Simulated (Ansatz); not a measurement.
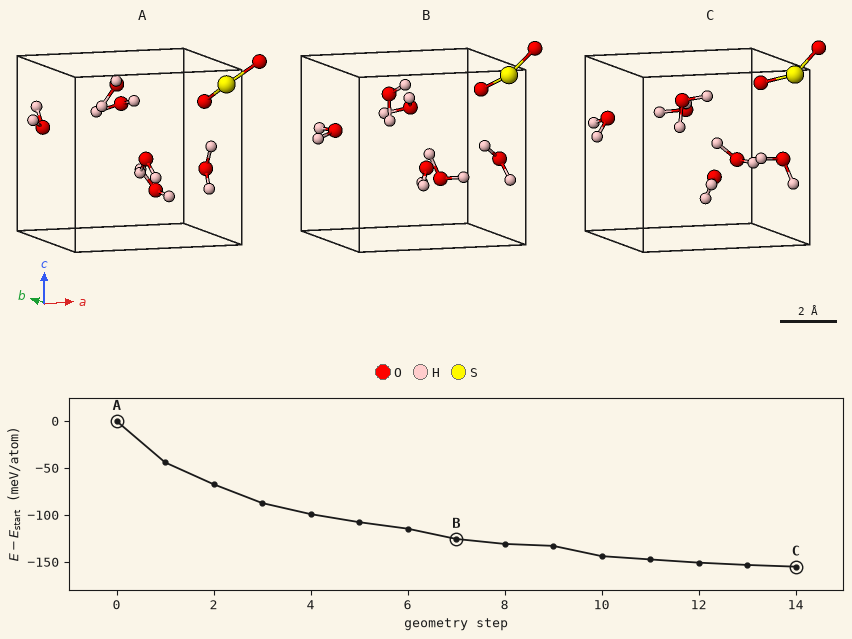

Frames of a relaxation of an amorphous cell of composition H$_{12}$SO$_{8}$, marked on the history of the run. Style: ball-and-stick. Shown: the cell of the calculation, slightly off an axis.

The cell holds 6 H2O + 1 SO2. The run prepares the start of a later molecular dynamics calculation, from a guessed geometry.

Computed with DFT r2SCAN, scalar-relativistic, plane waves, PAW in Ansatz. (plane-wave cutoff 500 eV; k-point mesh 1 × 1 × 1; occupations fermi dirac; smearing width 0.02 eV; no spin polarisation; atoms relaxed in a fixed cell; force threshold 0.3 eV/Å; at most 15 steps)

Question: Describe the path.

Answer: The relaxation stopped without meeting its thresholds, so the last structure isn't shown to be converged. It used up its limit of 15 steps. After 14 geometry steps the energy has fallen by 155 meV per atom. The largest force component goes from 1.9 to 1.2 eV/Å. An H atom moves most: 1.44 Å along [2 1 3]. Largest moves by element: H 1.44 Å, O 1.29 Å, S 0.36 Å. The lattice vectors keep their values. Some distances before and after: H–O 0.969 → 0.989 Å, O–S 1.477 → 1.463 Å. Among the angles between lasting bonds that change: O–S–O 119.8° → 112.3°. From step 0 to 7: an H atom moves most (0.86 Å), energy −125 meV per atom. From step 7 to 14: an O atom moves most (0.93 Å), energy −29.5 meV per atom.

Limits of the set-up: the program's low-accuracy preset was used; the periodic images lie only 6.3 Å apart, so the values are limited by the cell's size.
